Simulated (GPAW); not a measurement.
# What a tighter setting buys: kpts, Mg₆GaCu (Amm2, 8 atoms in the cell)

Cell: a = 4.9040 Å, b = 6.1280 Å, c = 6.1280 Å, α = 59.74°, β = 90.00°, γ = 90.00°.

Method of the run: LDA (Perdew-Wang 92), GPAW PAW datasets LDA (gpaw-data 1.0.1) (plane waves; GPAW).

Base settings: mode = pw; ecut = 850 eV; xc = LDA; kpts = 5 4 4; mesh shift (steps) = 0 0 0; occupations.name = marzari-vanderbilt; occupations.width = 0.2 eV; nbands = -14; convergence.density = 1e-05 e/electron; symmetry.symmorphic = false.

Misses are taken against the tightest run, 9 8 8, which need not be fully converged itself. The energy is the free energy per atom.

The count of work is k-points × plane waves × bands × iterations; it is no time, and leaves out set-up, grids and terms that scale otherwise. Core times come from one kind of shared machine and are given to one figure; runs under 30 s give none.

The starting cell comes from a database of computed structures (which also holds hypothetical and non-ambient phases and stackings), without a prior relaxation at this level. Spin polarisation is off. In the base run, with a pressure of about -3 GPa the cell is away from its equilibrium volume at this level.

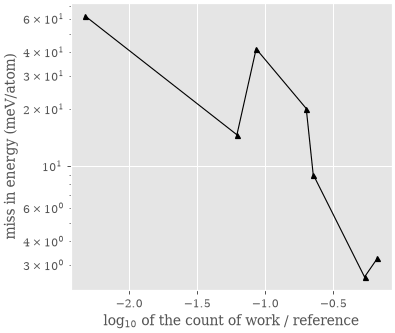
*Miss against the count of work; the reference run is not drawn, and misses under 0.1 meV/atom are drawn there.*

```
kpts   energy less reference (meV/atom)  pressure less reference (GPa)  largest difference in the force on any atom (eV/Å)  count of work / reference  core time / reference (rough)
-----  --------------------------------  -----------------------------  --------------------------------------------------  -------------------------  -----------------------------
1 1 1                             61.91                          -1.05                                               0.652                     0.0048                              –
2 2 2                            -14.63                           0.28                                               0.366                      0.062                           0.05
3 3 3                             41.60                           0.16                                               0.092                      0.086                           0.08
4 4 4                             -9.02                           0.02                                               0.111                       0.23                            0.3
5 4 4                            -20.14                           0.04                                               0.108                       0.20                            0.1
7 6 6                             -2.60                          -0.11                                               0.022                       0.54                            0.6
8 7 7                             -3.26                          -0.05                                               0.011                       0.67                            0.5
9 8 8                              0.00                           0.00                                               0.000                        1.0                              1
```

The last two settings still differ by 3.3 meV/atom, so the table cannot show that the reference is converged.

Coarsest setting among those run that, with all tighter ones, holds the energy within 10 meV/atom of the reference: 7 6 6, off by 2.6 meV/atom; its saving against the reference is no more than about a factor of 2 in the count of work. The coarser 4 4 4 also lies inside, but a setting between leaves the range again, so that is luck.

Smallest miss in the energy for at most 0.3 times the reference's count of work: 4 4 4, with a miss of 9.0 meV/atom at a count of 0.23.

The step from 5 4 4 to 7 6 6: it takes the miss in the energy from 20 to 2.6 meV/atom, for 2.7 times the count of work and roughly 5 times the time.
